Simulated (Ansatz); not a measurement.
**SnO2: rattled cells**

Aim: for SnO2, compute energies and forces of randomly disturbed cells.

Computed with Ansatz 0.2.0 (DFT r2SCAN, scalar-relativistic, plane waves, PAW, unless a step's input says otherwise).

## (1) The structure to begin with

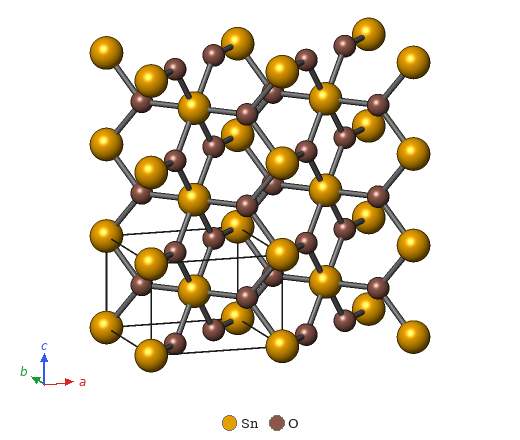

Start, viewed slightly off an axis; tin amber, oxygen brown. 2×1×3 cells are drawn. Atoms on the faces are drawn again on the opposite ones.

As a file:

```
Sn O
1.0
     4.78800    0.00000    0.00000
     0.00000    4.86658    0.00000
     0.00000    0.00000    3.24090
Sn O
2 4
Direct
  0.50000 0.50000 0.50000
  0.00000 0.00000 0.00000
  0.29185 0.32104 0.00000
  0.79185 0.17896 0.50000
  0.20814 0.82104 0.50000
  0.70815 0.67896 0.00000
```

It goes back to an entry of the Materials Project, which need not be the stable form.

No relaxation comes first: the listed cell is the starting point.

## (2) The reference cell

The reference gives a free energy of -14352.3296 eV, pressure -8.19 GPa, largest force 0.133 eV/Å and gap on the mesh 1.40 eV. It was computed beforehand with the settings of the runs below.

## (3) Next: rattled cells

All atoms are moved at random with no net shift, in some cells together with a random strain.

## (4) At rms move = 0.205 Å

Input file input.yaml:

```yaml
crystal:
  lattice:
    - [4.788004, 0.0, 0.0]
    - [0.0, 4.866582, 0.0]
    - [0.0, 0.0, 3.240898]
  atoms:
    - { symbol: Sn, position: [0.5061135738, 0.5026718219, 0.4843921721] }
    - { symbol: Sn, position: [-0.0205815692, -0.0014112757, -0.0403131413] }
    - { symbol: O, position: [0.3519290239, 0.3335102983, 0.0278810104] }
    - { symbol: O, position: [0.7628735404, 0.2123363043, 0.4642244684] }
    - { symbol: O, position: [0.2094648144, 0.7891967382, 0.5531351812] }
    - { symbol: O, position: [0.6902006167, 0.6636961129, 0.0106803092] }
basis:
  ecutwfc: 500
kpoints:
  mp_grid: { grid: [6, 6, 8] }
hamiltonian:
  xc: r2scan
scf:
  occupations: { method: gaussian, width: 0.05 }
output:
  forces: true
  stress: true
  eigenvalues: true
```

On the command line:

```
$ ansatz run input.yaml --threads 2 --pin off --max-ram 5120MiB --backend cpu --events-out ev --progress --plain --runs-dir out
```

Output, shortened:

```text
Warning: RAYON_NUM_THREADS=2 ignored (pool sized by the plan → 2); use --threads N
[...]
Pseudopotentials: kind: paw
Pseudopotential: Sn, paw, valence charge 14, recommended cutoff 500 eV (meta_gga), Sn.paw.azcp
Pseudopotential: O, paw, valence charge 6, recommended cutoff 500 eV (meta_gga), O.paw.azcp
Functional definition: r2SCAN
[...]
Crystal: 6 atoms, lattice volume = 75.517 Å³
Basis set: ecut = 500 eV, 1931 PW (Γ), exchange–correlation on 144×144×96 points (64 copies of the dense FFT grid, shifted against one another)
Bands: 32, of which v1, the nominal top of the filled ones, is band 26 counted from 1 (25 counted from 0)
Symmetry: 1 space group operations
Space group: P1 (ITA 1), of the structure as read, at distance tolerance 4.2e-5 Å
k-points: 148 of 288 (time reversal used)
[...]
SCF iter   1: F=—  HF=-14349.718543 eV  |F-HF|=—  |Δ(HF+E_count)|=         —  Δρ=1.11e-2  dr2=8.22e-2  dr2_τ=2.95e-1  ethr=1.77e-3  ⟨swp⟩=6.2  Hψ=21104  notcnv=0  defer=61
[...]
SCF iter   9: F=-14349.819600 eV  HF=-14349.819600 eV  |F-HF|=3.43e-9  |Δ(HF+E_count)|=   1.07e-8  Δρ=3.84e-6  dr2=1.18e-8  dr2_τ=4.54e-10  ethr=1.92e-10  ⟨swp⟩=5.0  Hψ=15825  notcnv=0
[...]
SCF converged after 9 iterations
Free energy (F): -14349.819600 eV
[...]
E sigma→0 (E₀):  -14349.819600 eV
Fermi energy:    8.845289 eV
[...]
--- Forces (eV/Å), atoms counted from 1 ---
  atom   1  Sn    -1.56192000     2.69459190     4.53696523
  atom   2  Sn     0.12437016     0.55350477     1.30180846
  atom   3  O     -5.03663269    -4.14852689    -3.62960881
  atom   4  O      5.13552370    -5.00447426     0.67268492
  atom   5  O     -1.91129619     2.07909187    -1.24338284
  atom   6  O      3.24996337     3.82579523    -1.63846122
[...]
--- Stress (GPa, compression-positive) ---
        6.595004      -2.172272       1.820012
       -2.172272       6.988601       2.835287
        1.820013       2.835285       7.952733
  P = ⅓ Tr σ = 7.1788 GPa (71.788 kbar)
--- Band table (eV; the first three rows and the last of 148) ---
[...]
```

Run time: 18 s. Hardware: 2 threads of Intel Xeon 6975P-C (Granite Rapids), shared host; peak memory 0.71 GiB.

## (5) Point rms move = 0.119 Å

Input file input.yaml:

```yaml
crystal:
  lattice:
    - [4.9700584835, -0.0471100802, 0.1371018975]
    - [-0.047883224, 5.1958769928, -0.1193896971]
    - [0.0928013564, -0.0795075128, 3.4953219366]
  atoms:
    - { symbol: Sn, position: [0.5249438329, 0.5296023883, 0.4835337493] }
    - { symbol: Sn, position: [-0.0139972752, -0.0264175278, 0.0097749828] }
    - { symbol: O, position: [0.2921714312, 0.3170072063, -0.0081286015] }
    - { symbol: O, position: [0.7882249666, 0.1607109814, 0.4966979463] }
    - { symbol: O, position: [0.1996454241, 0.843211137, 0.5077573977] }
    - { symbol: O, position: [0.7090116202, 0.6758858148, 0.0103645253] }
basis:
  ecutwfc: 500
kpoints:
  mp_grid: { grid: [6, 6, 8] }
hamiltonian:
  xc: r2scan
scf:
  occupations: { method: gaussian, width: 0.05 }
output:
  forces: true
  stress: true
  eigenvalues: true
```

On the command line:

```
$ ansatz run input.yaml --threads 2 --pin off --max-ram 5120MiB --backend cpu --events-out ev --progress --plain --runs-dir out
```

Output, shortened:

```text
Warning: RAYON_NUM_THREADS=2 ignored (pool sized by the plan → 2); use --threads N
[...]
[... 4 set-up lines as earlier in the session ...]
[...]
Crystal: 6 atoms, lattice volume = 90.142 Å³
Basis set: ecut = 500 eV, 2289 PW (Γ), exchange–correlation on 160×160×108 points (64 copies of the dense FFT grid, shifted against one another)
Bands: 32, of which v1, the nominal top of the filled ones, is band 26 counted from 1 (25 counted from 0)
[... 1 set-up line as earlier in the session ...]
Space group: P1 (ITA 1), of the structure as read, at distance tolerance 4.5e-5 Å
k-points: 148 of 288 (time reversal used)
[...]
SCF iter   1: F=—  HF=-14349.545471 eV  |F-HF|=—  |Δ(HF+E_count)|=         —  Δρ=1.13e-2  dr2=1.25e-1  dr2_τ=1.59e-1  ethr=1.77e-3  ⟨swp⟩=6.2  Hψ=20974  notcnv=0  defer=13
[...]
SCF iter   9: F=-14349.589700 eV  HF=-14349.589700 eV  |F-HF|=2.21e-8  |Δ(HF+E_count)|=   8.39e-8  Δρ=9.09e-6  dr2=7.87e-8  dr2_τ=6.67e-9  ethr=1.92e-10  ⟨swp⟩=8.0  Hψ=21712  notcnv=0
[...]
SCF converged after 9 iterations
Free energy (F): -14349.589700 eV
[...]
E sigma→0 (E₀):  -14349.589684 eV
Entropy (-TS):   -0.000031 eV (-0.005 meV/atom)
Fermi energy:    6.397764 eV
[...]
--- Forces (eV/Å), atoms counted from 1 ---
  atom   1  Sn    -2.57819844    -3.01039004     0.88598937
  atom   2  Sn     1.39158568     2.81510604     0.11515812
  atom   3  O      0.85637124     1.03305449     0.16979942
  atom   4  O      0.01604655     0.27139667    -0.17235115
  atom   5  O      0.31907027    -1.24777159    -0.11092516
  atom   6  O     -0.00487426     0.13858571    -0.88768764
[...]
--- Stress (GPa, compression-positive) ---
      -17.693178       2.756817      -3.247147
        2.756816     -22.383907       1.829956
       -3.247148       1.829954     -30.327415
  P = ⅓ Tr σ = -23.4682 GPa (-234.682 kbar)
--- Band table (eV; the first three rows and the last of 148) ---
[...]
```

Run time: 22 s. Hardware: 2 threads of Intel Xeon 6975P-C (Granite Rapids), shared host; peak memory 0.77 GiB.

## (6) Point rms move = 0.274 Å

Input file input.yaml:

```yaml
crystal:
  lattice:
    - [4.7976836898, 0.0098367263, 0.0150600575]
    - [0.009998161, 4.8706663482, 0.0910910518]
    - [0.0101938324, 0.0606620432, 3.2622214154]
  atoms:
    - { symbol: Sn, position: [0.5011633646, 0.530444774, 0.5484821683] }
    - { symbol: Sn, position: [-0.0133767931, -0.0914667914, 0.0106967878] }
    - { symbol: O, position: [0.322948477, 0.3237924213, -0.0325973] }
    - { symbol: O, position: [0.7983033982, 0.1800714422, 0.5102616865] }
    - { symbol: O, position: [0.1637260856, 0.8282386781, 0.5277984363] }
    - { symbol: O, position: [0.7272354677, 0.7289194757, -0.0646417789] }
basis:
  ecutwfc: 500
kpoints:
  mp_grid: { grid: [6, 6, 8] }
hamiltonian:
  xc: r2scan
scf:
  occupations: { method: gaussian, width: 0.05 }
output:
  forces: true
  stress: true
  eigenvalues: true
```

On the command line:

```
$ ansatz run input.yaml --threads 2 --pin off --max-ram 5120MiB --backend cpu --events-out ev --progress --plain --runs-dir out
```

Output, shortened:

```text
Warning: RAYON_NUM_THREADS=2 ignored (pool sized by the plan → 2); use --threads N
[...]
[... 4 set-up lines as earlier in the session ...]
[...]
Crystal: 6 atoms, lattice volume = 76.204 Å³
Basis set: ecut = 500 eV, 1929 PW (Γ), exchange–correlation on 144×144×96 points (64 copies of the dense FFT grid, shifted against one another)
Bands: 32, of which v1, the nominal top of the filled ones, is band 26 counted from 1 (25 counted from 0)
[... 2 set-up lines as earlier in the session ...]
k-points: 148 of 288 (time reversal used)
[...]
SCF iter   1: F=—  HF=-14344.703257 eV  |F-HF|=—  |Δ(HF+E_count)|=         —  Δρ=1.20e-2  dr2=1.18e-1  dr2_τ=4.14e-1  ethr=1.77e-3  ⟨swp⟩=6.3  Hψ=23334  notcnv=0  defer=13
[...]
SCF iter   9: F=-14344.802154 eV  HF=-14344.802154 eV  |F-HF|=7.25e-9  |Δ(HF+E_count)|=   2.29e-8  Δρ=4.69e-6  dr2=1.74e-8  dr2_τ=1.33e-9  ethr=1.92e-10  ⟨swp⟩=8.0  Hψ=20002  notcnv=0
[...]
SCF converged after 9 iterations
Free energy (F): -14344.802154 eV
[...]
E sigma→0 (E₀):  -14344.802031 eV
Entropy (-TS):   -0.000247 eV (-0.041 meV/atom)
Fermi energy:    9.130686 eV
[...]
--- Forces (eV/Å), atoms counted from 1 ---
  atom   1  Sn     0.58551564    -3.72068610    -4.05370483
  atom   2  Sn    16.16056782    20.82434682     6.02655492
  atom   3  O     -1.28347465     0.06674741     3.33356935
  atom   4  O     -0.05732720     0.68480040    -0.56480854
  atom   5  O      5.44700357    -2.96956029    -2.74676635
  atom   6  O    -20.85230420   -14.88566291    -1.99483209
[...]
--- Stress (GPa, compression-positive) ---
       62.696053      44.128889       3.277023
       44.128876      16.312720       2.216846
        3.276993       2.216813      18.687101
  P = ⅓ Tr σ = 32.5653 GPa (325.653 kbar)
--- Band table (eV; the first three rows and the last of 148) ---
[...]
```

Run time: 18 s. Hardware: 2 threads of Intel Xeon 6975P-C (Granite Rapids), shared host; peak memory 0.7 GiB.

## (7) At rms move = 0.459 Å

Input file input.yaml:

```yaml
crystal:
  lattice:
    - [4.7532267285, 0.0347743766, 0.0714187324]
    - [0.0353450739, 4.7642342549, 0.1500668651]
    - [0.0483418199, 0.0999369584, 3.2035739884]
  atoms:
    - { symbol: Sn, position: [0.4733951989, 0.4807206214, 0.5663960029] }
    - { symbol: Sn, position: [-0.0130169444, -0.0482547737, -0.0283004023] }
    - { symbol: O, position: [0.3706667068, 0.2979910718, 0.1062142391] }
    - { symbol: O, position: [0.79358008, 0.1641475972, 0.2741318816] }
    - { symbol: O, position: [0.2247671498, 0.8376269929, 0.5444273373] }
    - { symbol: O, position: [0.6506078088, 0.7677684903, 0.0371309414] }
basis:
  ecutwfc: 500
kpoints:
  mp_grid: { grid: [6, 6, 8] }
hamiltonian:
  xc: r2scan
scf:
  occupations: { method: gaussian, width: 0.05 }
output:
  forces: true
  stress: true
  eigenvalues: true
  write_density: true
  write_potential: true
  elf: true
  volumetric_format: npy
```

On the command line:

```
$ ansatz run input.yaml --threads 2 --pin off --max-ram 5120MiB --backend cpu --events-out ev --progress --plain --runs-dir out
```

Output, shortened:

```text
[...]
SCF converged after 8 iterations
Free energy (F): -14345.924513 eV
[...]
E sigma→0 (E₀):  -14345.924513 eV
Fermi energy:    10.349275 eV
[...]
--- Forces (eV/Å), atoms counted from 1 ---
  atom   1  Sn     3.72175582     3.06508197     1.35336208
  atom   2  Sn     6.55903737    -2.04845241    -3.37849443
  atom   3  O     -4.83121903    -1.49062695    -3.70957246
  atom   4  O     -2.31391017     8.37677653     9.15722744
  atom   5  O      0.31549030    -1.85172276    -2.25946246
  atom   6  O     -3.45116411    -6.05101122    -1.16308661
[...]
--- Stress (GPa, compression-positive) ---
       44.678600      -5.309892     -11.452427
       -5.309890      31.961239      16.255100
      -11.452418      16.255105      21.860507
  P = ⅓ Tr σ = 32.8334 GPa (328.334 kbar)
--- Band table (eV; the first three rows and the last of 148) ---
[...]
```

It took 20 s on 2 threads of Intel Xeon 6975P-C (Granite Rapids), shared host; peak memory 0.7 GiB.

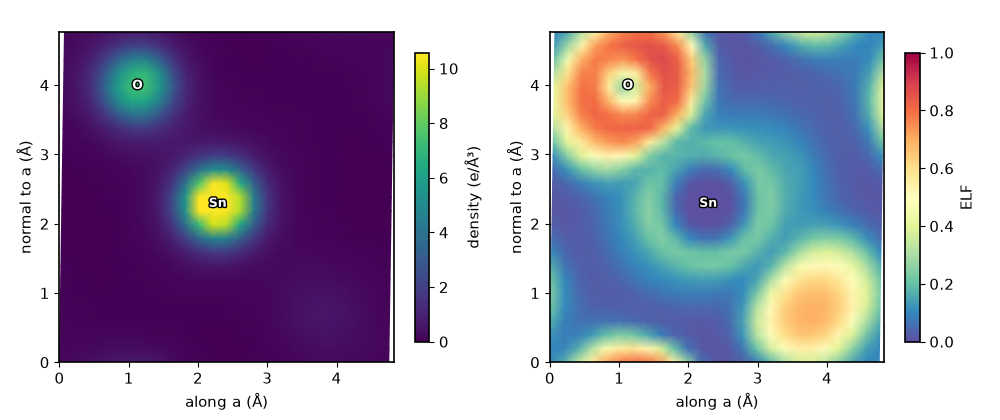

Density (left) and ELF (right) in a lattice plane of the grid's cell (edges 4.75 and 4.77 Å, at 0.544 of the third edge), which holds Sn and O. Only atoms in the plane are labelled; the density scale stops at 10.58 e/Å³. Both are smooth fields of the valence electrons: close to the nuclei they are not physical.

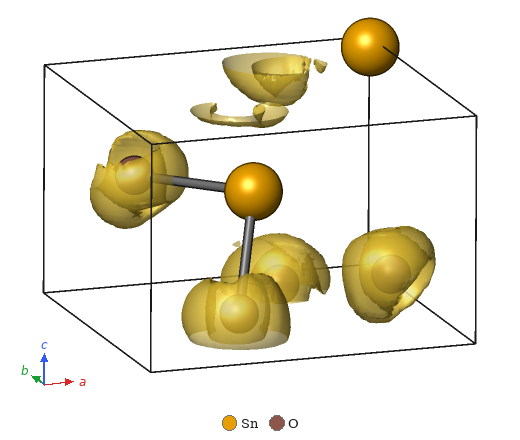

Surface of ELF = 0.80, drawn in one cell.

Outside the cores ELF peaks at 0.88 beside O, off the lines to its neighbours, 0.6 Å from O; 0.86 in the shell around O, 0.6 Å from O.

## (8) rms move = 0.117 Å

Input file input.yaml:

```yaml
crystal:
  lattice:
    - [4.7621801702, -0.0984497812, 0.0447097415]
    - [-0.1000654831, 4.4829258067, 0.0284976026]
    - [0.0302630724, 0.0189779651, 3.4495261033]
  atoms:
    - { symbol: Sn, position: [0.4892328789, 0.4738365521, 0.4850067594] }
    - { symbol: Sn, position: [-0.0217898529, 0.0075930095, -0.0148089759] }
    - { symbol: O, position: [0.3118895252, 0.3252068238, 0.0018588744] }
    - { symbol: O, position: [0.8078280134, 0.2042254357, 0.5035134506] }
    - { symbol: O, position: [0.2128538007, 0.8040085283, 0.5018393572] }
    - { symbol: O, position: [0.6999856347, 0.6851296506, 0.0225905343] }
basis:
  ecutwfc: 500
kpoints:
  mp_grid: { grid: [6, 6, 8] }
hamiltonian:
  xc: r2scan
scf:
  occupations: { method: gaussian, width: 0.05 }
output:
  forces: true
  stress: true
  eigenvalues: true
```

On the command line:

```
$ ansatz run input.yaml --threads 2 --pin off --max-ram 5120MiB --backend cpu --events-out ev --progress --plain --runs-dir out
```

Output, shortened:

```text
Warning: RAYON_NUM_THREADS=2 ignored (pool sized by the plan → 2); use --threads N
[...]
[... 4 set-up lines as earlier in the session ...]
[...]
Crystal: 6 atoms, lattice volume = 73.599 Å³
Basis set: ecut = 500 eV, 1881 PW (Γ), exchange–correlation on 144×144×108 points (64 copies of the dense FFT grid, shifted against one another)
Bands: 32, of which v1, the nominal top of the filled ones, is band 26 counted from 1 (25 counted from 0)
[... 2 set-up lines as earlier in the session ...]
k-points: 148 of 288 (time reversal used)
[...]
SCF iter   1: F=—  HF=-14351.311824 eV  |F-HF|=—  |Δ(HF+E_count)|=         —  Δρ=1.05e-2  dr2=6.60e-2  dr2_τ=2.59e-1  ethr=1.77e-3  ⟨swp⟩=6.3  Hψ=21083  notcnv=0  defer=6
[...]
SCF iter   9: F=-14351.407499 eV  HF=-14351.407499 eV  |F-HF|=1.06e-8  |Δ(HF+E_count)|=   1.67e-8  Δρ=4.65e-6  dr2=1.73e-8  dr2_τ=4.46e-10  ethr=1.92e-10  ⟨swp⟩=5.0  Hψ=15350  notcnv=0
[...]
SCF converged after 9 iterations
Free energy (F): -14351.407499 eV
[...]
E sigma→0 (E₀):  -14351.407499 eV
Fermi energy:    9.408709 eV
[...]
--- Forces (eV/Å), atoms counted from 1 ---
  atom   1  Sn     0.00521259     2.14378267     1.08365477
  atom   2  Sn     2.53322487    -0.20976990     0.50857911
  atom   3  O     -1.69227530    -1.98264126    -0.71545349
  atom   4  O      0.63555386    -0.71252508    -0.26781939
  atom   5  O     -1.10325173     1.22203181     0.07965947
  atom   6  O     -0.37846546    -0.46085439    -0.68863188
[...]
--- Stress (GPa, compression-positive) ---
        1.451102       7.078442      -0.128429
        7.078444       4.503870      -1.627281
       -0.128429      -1.627283     -12.950553
  P = ⅓ Tr σ = -2.3319 GPa (-23.319 kbar)
--- Band table (eV; the first three rows and the last of 148) ---
[...]
```

It took 19 s on 2 threads of Intel Xeon 6975P-C (Granite Rapids), shared host; peak memory 0.7 GiB.

## (9) All points together

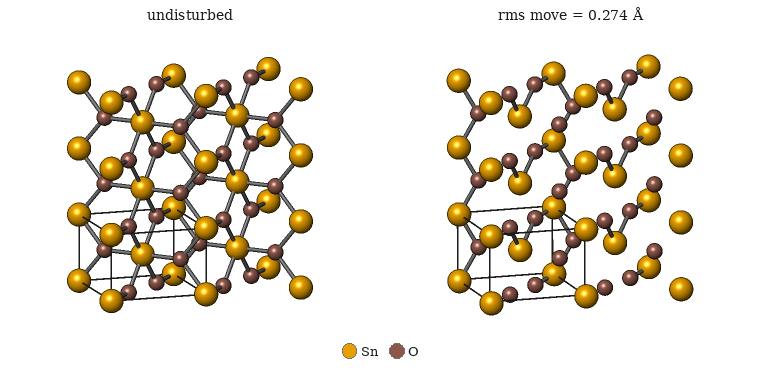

The undisturbed cell and the costliest point of the scan, at one scale, with neighbouring cells.

The scan, with free energies counted from the undisturbed cell:

| rms move (Å) | ΔE (meV/atom) | largest force (eV/Å) | shortest distance (Å) | pressure (GPa) | gap on the mesh (eV) |
| --- | --- | --- | --- | --- | --- |
| 0.000 | 0.0 | 0.13 | 2.09 | -8.2 | 1.40 |
| 0.117 | 153.7 | 2.70 | 1.92 | -2.3 | 1.04 |
| 0.119 | 456.6 | 4.06 | 2.02 | -23.5 | 0.15 |
| 0.205 | 418.3 | 7.47 | 1.85 | 7.2 | 0.89 |
| 0.274 | 1254.6 | 27.04 | 1.55 | 32.6 | 0.06 |
| 0.459 | 1067.5 | 12.62 | 1.69 | 32.8 | 0.43 |

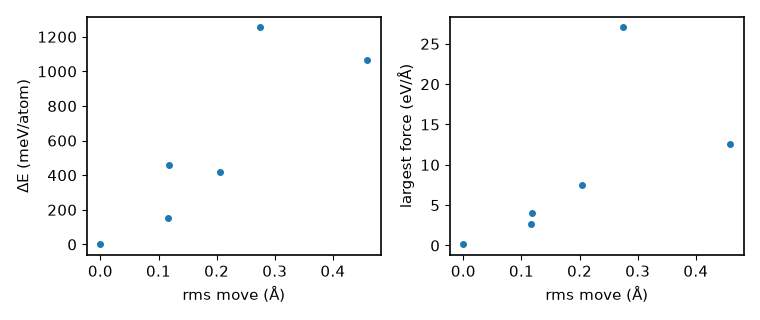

ΔE and largest force along the scan.

## (10) Summary of results

| quantity | value |
| --- | --- |
| costliest cell | 1254.6 meV/atom at an rms move of 0.274 Å |

The cost runs from 153.7 to 1254.6 meV/atom. Energy over the square of the rms move lies between 5.1 and 32.4 eV/Å² per atom; a harmonic solid under isotropic random moves would keep it roughly constant, while strain and close contacts change it. The gap on the mesh stays between 0.06 and 1.40 eV. Where forces pass 15 eV/Å atoms stand far too close, the PAW spheres overlap strongly and those numbers are rough.

Spin-orbit coupling is left out, though the cell holds Sn; it can move the gap.
